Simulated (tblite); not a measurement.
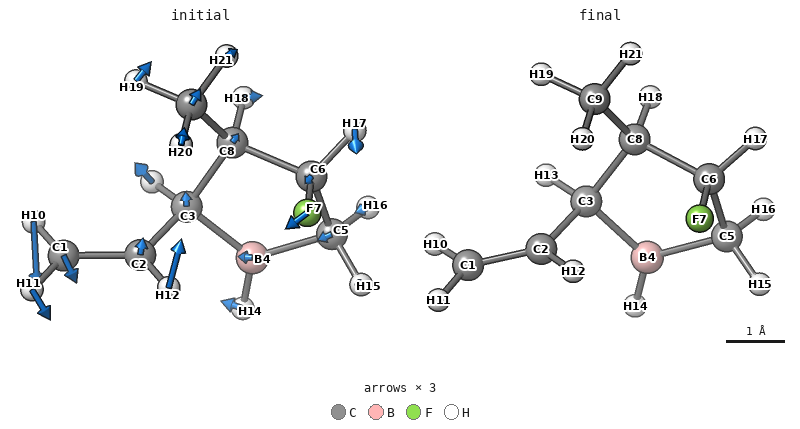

The structure of C₇H₁₂BF before (left) and after (right) a relaxation, at one scale. The blue arrows give the displacements, 3 times their true length.

Style: ball-and-stick. Shown at a tilt.

These are results of tblite, GFN2-xTB geometry optimisation, gas phase, not measurements. 

Summarise the run.

The energy falls by 24.6 kJ/mol in 89 geometry steps. The largest move after the best rigid fit is that of H10, 0.41 Å. Largest moves by element: H 0.41 Å, C 0.19 Å, F 0.17 Å, B 0.10 Å. Some distances before and after: C9–H21 1.123 → 1.088 Å, C1–C2 1.346 → 1.321 Å, B4–H14 1.189 → 1.165 Å, C6–C8 1.557 → 1.536 Å. Among the angles between lasting bonds that change: B4–C3–H13 110.4° → 116.1°, B4–C5–H15 110.6° → 115.7°, C2–C3–H13 113.0° → 107.9°.
